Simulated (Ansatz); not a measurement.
Input file:

```
crystal:
  periodic: [false, false, false]
  atoms:
    - {symbol: Si, position_ang: [0.065330, 0.190002, -0.212114]}
    - {symbol: C, position_ang: [0.245097, 0.245234, 1.629236]}
    - {symbol: C, position_ang: [-0.130609, -0.765498, 2.438281]}
    - {symbol: H, position_ang: [0.686198, 1.155321, 2.075477]}
    - {symbol: H, position_ang: [-0.575997, -1.691948, 2.036976]}
    - {symbol: H, position_ang: [-0.011621, -0.712615, 3.533969]}
    - {symbol: N, position_ang: [1.591909, 0.325757, -0.990251]}
    - {symbol: C, position_ang: [2.708926, 0.386143, -1.452355]}
    - {symbol: O, position_ang: [3.795207, 0.450165, -1.909384]}
    - {symbol: N, position_ang: [-0.905666, 1.489284, -0.780354]}
    - {symbol: C, position_ang: [-1.624659, 2.383448, -1.164874]}
    - {symbol: O, position_ang: [-2.322062, 3.259256, -1.538201]}
    - {symbol: N, position_ang: [-0.664266, -1.295687, -0.680067]}
    - {symbol: C, position_ang: [-1.177910, -2.241387, -1.236628]}
    - {symbol: O, position_ang: [-1.679878, -3.177475, -1.749703]}
basis:
  gaussian: {orbitals: def2-TZVP, initial_orbitals: start.molden}
hamiltonian: {xc: pbe0, dispersion: d4}
scf: {omitted_lower_state_checks: [starts]}
output: {orbitals: {seedname: orbitals}}
```

Command:

```sh
ansatz run in.yaml --threads 2 --pin off --events-out ev --progress --plain --max-ram 32768MiB --backend cuda --devices 0, --max-vram 18GiB
```

Geometry: PBE-D4/def2-SVP.

Level of theory: RKS PBE0-D4/def2-TZVP in Ansatz 0.2.0.

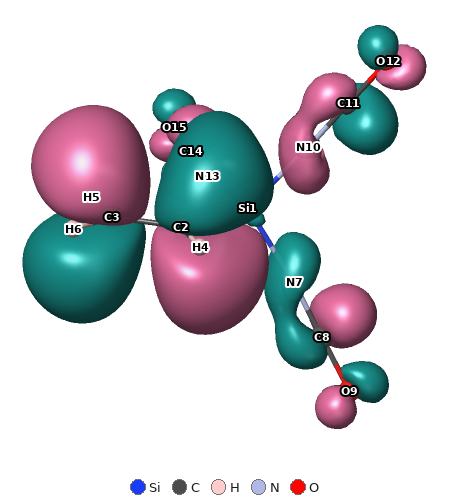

C₅H₃N₃O₃Si. The LUMO at ±0.06 Å⁻³ᐟ² (teal and pink are the two phases), seen at a tilt.

### Describe this orbital and give its energy.

By Hirshfeld shares it lies mainly on C3 (about 35 %), C2 (about 25 %) and Si1 (about 15 %). Its energy is −1.42 eV.
